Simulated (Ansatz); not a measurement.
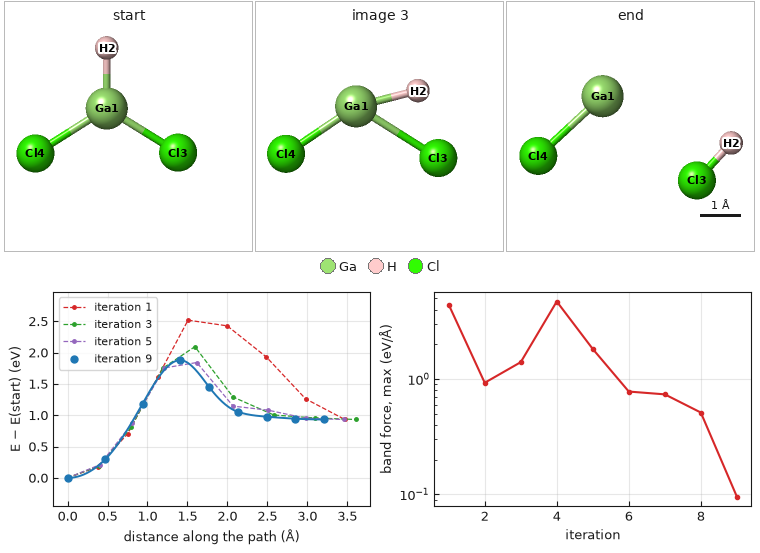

A nudged-elastic-band calculation for GaHCl₂. Images are numbered from 0 (start) to 8 (end). The plot follows the band through its iterations. Style: ball-and-stick. Shown face on.

Theory: RKS PBE/def2-SVP in Ansatz 0.2.0.

The input:
```yaml
crystal:
  periodic: [false, false, false]
  atoms:
    - { symbol: Ga, position_ang: [0.317788, 0.0, 0.380784] }
    - { symbol: H, position_ang: [0.09135, 0.0, 1.921733] }
    - { symbol: Cl, position_ang: [2.288233, 0.0, -0.489162] }
    - { symbol: Cl, position_ang: [-1.319871, 0.0, -1.018156] }
basis:
  gaussian: { orbitals: def2-SVP }
hamiltonian:
  xc: pbe
neb:
  order_check: false
  images: 7
  f_tol: 0.5
  max_iterations: 60
  final_atoms:
    - { symbol: Ga, position_ang: [-1.23766693, 0.0, 0.39933647] }
    - { symbol: H, position_ang: [1.99141051, 0.0, 1.76624534] }
    - { symbol: Cl, position_ang: [2.01087771, 0.0, 0.46765754] }
    - { symbol: Cl, position_ang: [-1.38712128, 0.0, -1.83804035] }
  initial_path:
    images:
      - { positions_ang: [[0.317788, 0.0, 0.380784], [0.09135, 0.0, 1.921733], [2.288233, 0.0, -0.489162], [-1.319871, 0.0, -1.018156]] }
      - { positions_ang: [[0.23843109, 0.0, 0.28543221], [0.29536526, 0.0, 1.82112998], [2.31795927, 0.0, -0.26671318], [-1.47425562, 0.0, -1.04465001]] }
      - { positions_ang: [[0.15907418, 0.0, 0.19008041], [0.49938051, 0.0, 1.72052695], [2.34768555, 0.0, -0.04426435], [-1.62864024, 0.0, -1.07114401]] }
      - { positions_ang: [[0.07971727, 0.0, 0.09472862], [0.70339577, 0.0, 1.61992393], [2.37741182, 0.0, 0.17818447], [-1.78302486, 0.0, -1.09763802]] }
      - { positions_ang: [[0.00036036, 0.0, -0.00062318], [0.90741102, 0.0, 1.5193209], [2.4071381, 0.0, 0.4006333], [-1.93740948, 0.0, -1.12413202]] }
      - { positions_ang: [[-0.30914647, 0.0, 0.09936673], [1.17841089, 0.0, 1.58105201], [2.308073, 0.0, 0.41738936], [-1.79983743, 0.0, -1.30260911]] }
      - { positions_ang: [[-0.61865329, 0.0, 0.19935665], [1.44941077, 0.0, 1.64278312], [2.2090079, 0.0, 0.43414542], [-1.66226538, 0.0, -1.48108619]] }
      - { positions_ang: [[-0.92816011, 0.0, 0.29934656], [1.72041064, 0.0, 1.70451423], [2.1099428, 0.0, 0.45090148], [-1.52469333, 0.0, -1.65956327]] }
      - { positions_ang: [[-1.23766693, 0.0, 0.39933647], [1.99141051, 0.0, 1.76624534], [2.01087771, 0.0, 0.46765754], [-1.38712128, 0.0, -1.83804035]] }
```

Command:
```bash
ansatz run input.yaml --threads 1 --pin off --max-ram 2048MiB --backend cpu --events-out ev --progress --plain --runs-dir out
```

> Did the band converge, and can the barrier be trusted?

The run met only a loose threshold, so the barrier can't be trusted yet. The band converged in 9 iterations. The largest component of the band force went from 4.4 to 0.096 eV/Å. The climbing image converged on the top of the path. Its curvatures weren't checked. The force threshold is so loose that the height of the top is at best an upper bound. The first iteration put the highest image at 2.52 eV. The highest point, image 3, lies 1.88 eV above the start and 0.95 eV above the end; the end is at +0.93 eV relative to the start.

The run took 55 s on 1 thread of Intel(R) Xeon(R) 6975P-C (Granite Rapids), on a shared host, peak memory 0.14 GiB.
